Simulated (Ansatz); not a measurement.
Take GaAs in the zinc blende structure (space group F-43m, No. 216; a = 5.667 Å) as the base.

Modification: Al replaces 25.0 % of the Ga, ordered in a cell of 8 atoms (starting symmetry I-42m) and fully relaxed.

Method: r2SCAN/PAW in Ansatz (an electronic-structure program), spin-orbit coupling left out.

The zone is the changed cell's own and can be folded.

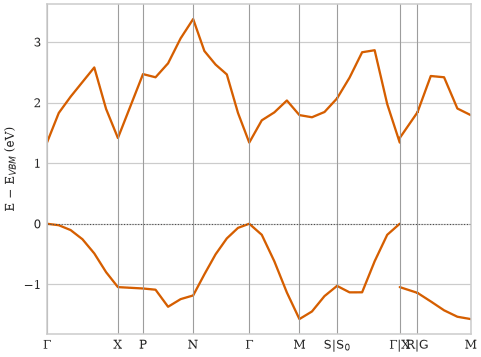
Highest valence and lowest conduction band along the path of the changed cell's own zone

Task: From the figure, how large is the changed gap, and is it direct?

Result: About 1.3 eV, direct at Γ.

Each cell is one ordered arrangement of few atoms, which overstates ordering effects compared with a random alloy. Whether these cells are dynamically stable was not tested. Labels are those of the standard path for the cell's own space group.
